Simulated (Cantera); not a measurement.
Feed: 1 mol CS₂, 0.64 mol H₂, 0.094 mol O₂, at 16.0 bar.

Equilibrium computed with Cantera from the NASA thermochemical tables; the gas is ideal and each condensed phase is pure. Candidate condensed phases: C, C₆H₆, C₇H₈, C₈H₁₈, H₂O, H₂SO₄, S; 123 gas species. Gases not in the tables: S₃ to S₇. The numbers say what is thermodynamically allowed, not how fast it happens.

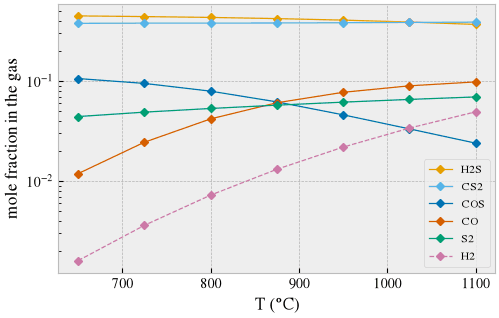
Equilibrium gas composition (values under 1e-9 drawn at 1e-9)

### Question
Read off the mole fractions at 950 °C.

### Answer
H₂S about 0.41, CS₂ about 0.38, CO about 0.077, S₂ about 0.062, COS about 0.046, H₂ about 0.022.
